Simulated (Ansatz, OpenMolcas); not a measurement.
# C5H8O2 (acetylacetone (keto form)): a line through the functionals

C5H8O2 has 15 atoms, charge 0, and is taken as a singlet. As SMILES, `CC(=O)CC(C)=O`. Geometry: relaxed at PBE0-D4/def2-TZVP. This is one conformer, not always the lowest.

The vertical ionisation energy (to the doublet cation) y, in eV, basis 6-31G(d); a is the functional's share of exact exchange. Programs: Ansatz 0.2.0, OpenMolcas 26.06.

| functional | program | a | y (eV) |
| --- | --- | --- | --- |
| PBE | Ansatz | 0 | 8.59 |
| TPSS | OpenMolcas | 0 | 8.61 |
| B3LYP | Ansatz | 0.2 | 9.10 |
| PBE0 | Ansatz | 0.25 | ? |
| BHLYP | Ansatz | 0.5 | 9.54 |

Problem. Fit y = c + s·a to the known rows and predict PBE0.

Solution. 
1. Means of the 4 rows: a = 0.1750, y = 8.960.
2. Σ(Δa)² = 0.1675, Σ(Δa·Δy) = 0.318, so the slope is 0.318/0.1675 = 1.8985.
3. Intercept: 8.960 − (1.8985) × 0.1750 = 8.628. The largest residual of the fit is 0.093.
4. PBE0: 8.628 + (1.8985) × 0.25 = 9.10 eV.

The run gave 9.17 eV, so the prediction is off by -0.07 eV, within the largest residual.

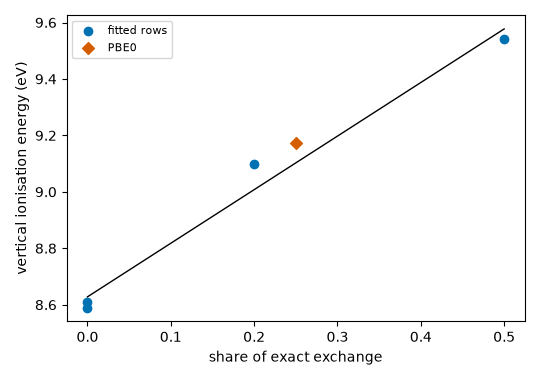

The fitted line, with the withheld row.
